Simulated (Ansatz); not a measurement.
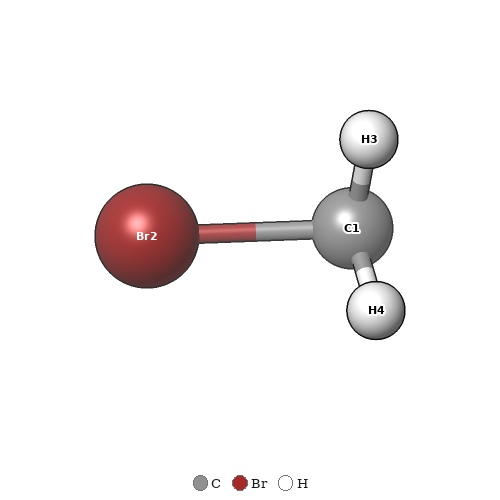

The system is CH2Br, SMILES [CH2-]Br, charge −1; the picture shows the reference structure. 
- Coordinates scanned: (1) umbrella angle at C1 (between each of its bonds and their common axis; 90 is planar); (2) change of the bonds C1–Br2, C1–H3, C1–H4, all alike.
- Nothing is relaxed (all other coordinates rigid).
- The scan uses a 13 × 13 grid; 91 points were computed and 78 follow by symmetry.
- Points are written as (first, second).
- All energies are given in kJ/mol relative to the relaxed molecule at the same level.
- These are results of RKS PBE0-D4/def2-TZVPD in Ansatz, not measurements.

Its coordinates:

```yaml
atoms:
  - { symbol: C, position_ang: [-0.4554, -0.3160, -0.0624] }
  - { symbol: Br, position_ang: [0.2397, 1.4312, 0.8308] }
  - { symbol: H, position_ang: [-0.1054, -0.1101, -1.0935] }
  - { symbol: H, position_ang: [0.3211, -1.0051, 0.3252] }
```

Range: umbrella angle at C1 (between each of its bonds and their common axis; 90 is planar) from 49.8 to 130.2°; change of the bonds C1–Br2, C1–H3, C1–H4, all alike from −0.158 to 0.244 Å.

Predict the map.

The lowest grid point is at (63.2°, 0.010 Å), 1.1 kJ/mol from the relaxed molecule at the same level; the map holds 2 wells of about this depth. No other kind of well shows on this grid. The highest grid point, (90.0°, 0.244 Å), lies 304 kJ/mol above the lowest. On the interpolated surface the easiest way out of the lowest well to a well of about the same depth near (116.8°, 0.010 Å) passes a barrier of about 73 kJ/mol. Round the minimum the valley is somewhat tilted: raising the first coordinate shifts the best value of the second coordinate downwards (coupling k₁₂/√(k₁₁k₂₂) about 0.3).

| second ↓, first → | 49.8 | 56.5 | 63.2 | 69.9 | 76.6 | 83.3 | 90.0 | 96.7 | 103.4 | 110.1 | 116.8 | 123.5 | 130.2 |
| --- | --- | --- | --- | --- | --- | --- | --- | --- | --- | --- | --- | --- | --- |
| 0.244 | 132 | 114 | 125 | 159 | 212 | 272 | 305 | 272 | 212 | 159 | 125 | 114 | 132 |
| 0.210 | 110 | 90 | 99 | 132 | 182 | 238 | 265 | 238 | 182 | 132 | 99 | 90 | 110 |
| 0.177 | 90 | 68 | 75 | 106 | 154 | 204 | 228 | 204 | 154 | 106 | 75 | 68 | 90 |
| 0.143 | 73 | 48 | 53 | 82 | 126 | 172 | 192 | 172 | 126 | 82 | 53 | 48 | 73 |
| 0.110 | 60 | 32 | 34 | 60 | 101 | 142 | 160 | 142 | 101 | 60 | 34 | 32 | 60 |
| 0.076 | 51 | 19 | 18 | 41 | 79 | 115 | 131 | 115 | 79 | 41 | 18 | 19 | 51 |
| 0.043 | 47 | 11 | 7 | 27 | 61 | 93 | 107 | 93 | 61 | 27 | 7 | 11 | 47 |
| 0.010 | 49 | 8 | 1 | 18 | 48 | 76 | 88 | 76 | 48 | 18 | 1 | 8 | 49 |
| −0.024 | 58 | 13 | 2 | 15 | 41 | 66 | 77 | 66 | 41 | 15 | 2 | 13 | 58 |
| −0.057 | 76 | 26 | 11 | 20 | 42 | 64 | 74 | 64 | 42 | 20 | 11 | 26 | 76 |
| −0.091 | 105 | 50 | 30 | 35 | 54 | 73 | 81 | 73 | 54 | 35 | 30 | 50 | 105 |
| −0.124 | 145 | 85 | 61 | 62 | 77 | 94 | 100 | 94 | 77 | 62 | 61 | 85 | 145 |
| −0.158 | 202 | 136 | 107 | 104 | 116 | 130 | 136 | 130 | 116 | 104 | 107 | 136 | 202 |

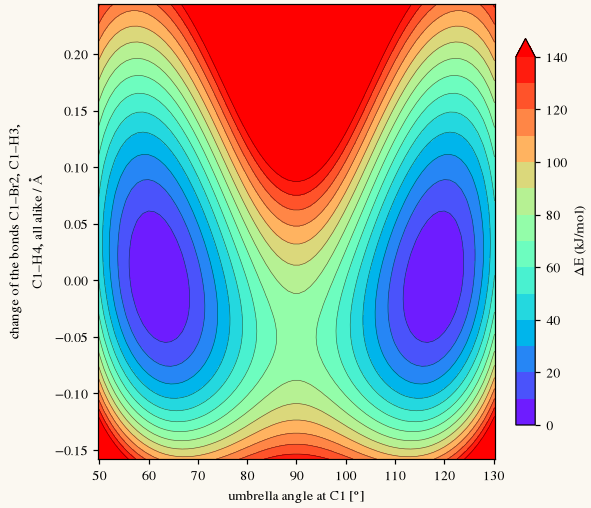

Drawn: filled contours, one colour for all values above the top of the scale. Between grid points the surface is interpolated.

Each point was launched as `ansatz run input.yaml --threads 1 --pin off --max-ram 2048MiB --backend cpu --events-out ev --progress --plain --runs-dir out`. Time for the 91 points that were run: 4.5 min on 1 thread of Intel(R) Xeon(R) Platinum 8375C CPU @ 2.90GHz (Ice Lake) (shared host).
